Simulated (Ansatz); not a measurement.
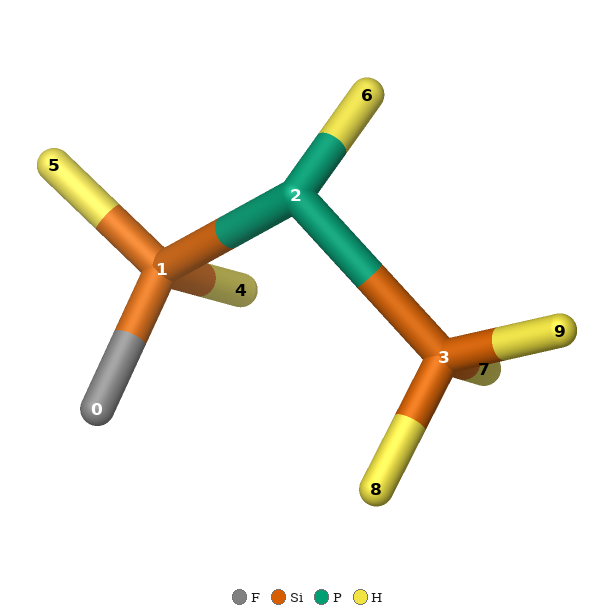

The structure as it stands in the input. Atoms are numbered from 0, in the order of the input.

The calculation was set up as follows.

```yaml
crystal:
  periodic: [false, false, false]
  atoms:
    - {symbol: F, position_ang: [-1.617900, 0.065100, 1.718600]}
    - {symbol: Si, position_ang: [-1.010900, 1.092200, 0.629900]}
    - {symbol: P, position_ang: [1.103700, 0.635800, 0.429500]}
    - {symbol: Si, position_ang: [0.848000, -1.331400, -0.462600]}
    - {symbol: H, position_ang: [-1.686000, 0.932100, -0.695100]}
    - {symbol: H, position_ang: [-1.156100, 2.512300, 1.090400]}
    - {symbol: H, position_ang: [1.412300, 1.354500, -0.742700]}
    - {symbol: H, position_ang: [-0.092300, -1.182700, -1.632300]}
    - {symbol: H, position_ang: [0.207000, -2.258200, 0.582500]}
    - {symbol: H, position_ang: [2.075400, -1.870900, -0.915300]}
basis:
  gaussian: {orbitals: def2-SVP}
hamiltonian: {xc: pbe, dispersion: d4}
relax: {f_tol: 0.03, max_steps: 200}
```

It was started with:

```sh
ansatz run in.yaml --threads 2 --pin off --events-out ev --progress --plain --max-ram 4352MiB
```

What the program printed (its end):

```
1095 factors; their error is unknown
mean field -27834.65606993 eV, -1022.9047435623 hartree, gradient 8.1e-6 eV, S^2 0.000000; 1 other end points of the search recorded, 0 dependent functions left out
the calculation of the forces begins
reference -27834.65610599 eV, -1022.9047448876 hartree; 29, 29 occupied and 69, 69 virtual orbitals, 1095 factors
Total energy: -27834.90903413 eV, -1022.9140398251 hartree
Atom 0 at    -1.706251     0.163287     1.743104 Å, force    -0.007599     0.000880     0.003813 eV/Å
Atom 1 at    -1.025469     1.162502     0.632978 Å, force     0.008927     0.000468    -0.000948 eV/Å
Atom 2 at     1.175707     0.627169     0.511561 Å, force     0.000776     0.011382    -0.002614 eV/Å
Atom 3 at     0.852802    -1.387730    -0.509824 Å, force     0.003666    -0.006533     0.011726 eV/Å
Atom 4 at    -1.780093     0.986445    -0.656825 Å, force     0.004862    -0.002267     0.000088 eV/Å
Atom 5 at    -1.157410     2.579621     1.116880 Å, force     0.000045     0.000315    -0.006046 eV/Å
Atom 6 at     1.341352     1.367625    -0.717888 Å, force    -0.004397    -0.008120     0.002594 eV/Å
Atom 7 at    -0.069881    -1.326107    -1.698795 Å, force    -0.000223     0.007861     0.002053 eV/Å
Atom 8 at     0.263072    -2.301317     0.526580 Å, force     0.003003    -0.012932    -0.006880 eV/Å
Atom 9 at     2.189371    -1.922695    -0.944872 Å, force    -0.009061     0.008945    -0.003787 eV/Å
Dipole moment:     0.058241     0.121348    -0.314033 e Å
```
